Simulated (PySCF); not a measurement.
Input

```
{"job": {"kind": "uv", "xc": "CAM-B3LYP", "basis": "def2-SVPD", "dynamic": true, "nstates": 6, "ntriplets": 0}, "charge": 0, "multiplicity": 1}
C      1.299362    -0.075148    -0.105590
C     -0.058701     0.562480    -0.186608
S     -0.794067     1.295043     1.321920
C     -1.264922    -0.116790     0.313337
F     -2.393593    -0.028918    -0.416435
H      1.459241    -0.744706    -0.966473
H      1.404092    -0.658265     0.820644
H      2.091216     0.687657    -0.116360
H     -0.244592     1.175495    -1.077275
H     -1.177035    -1.101083     0.790215
```

Run with:

```sh
OMP_NUM_THREADS=1 python probes_run.py task.json out
```

Geometry: PBE0-D3(BJ)/def2-SVP.

Level of theory: CAM-B3LYP/def2-SVPD, SCF density, gas phase in PySCF.

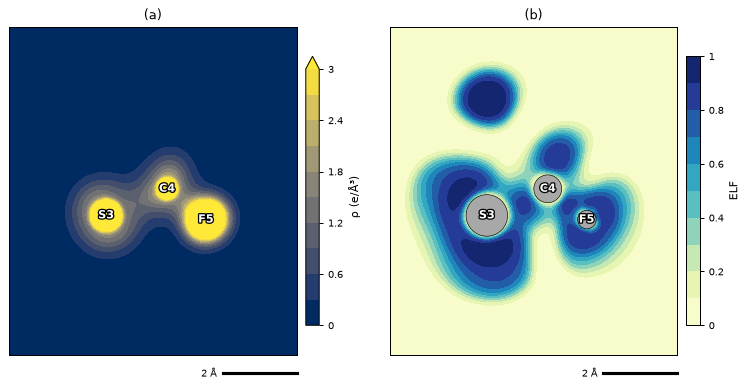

C3H5FS. (a) total electron density; (b) ELF on the plane of atoms S3, C4 and F5. Grey discs cover the atomic cores in the ELF map.

**Read the bonding off the picture.**

- Atoms in the plane: S, C and F.
- C–F (1.35 Å): the density is about 2.3 e/Å³ at the midpoint, with its minimum of 1.7 e/Å³ about 0.5 Å from C; the ELF peaks at about 0.85 between the atoms: a shared but strongly polarised pair.
- C–S (1.80 Å): ρ is about 1.2 e/Å³ halfway; the ELF peaks at about 0.85 between the atoms; a shared electron pair.
- The ELF also peaks beside S3 and F5, away from the bonds: lone-pair regions.
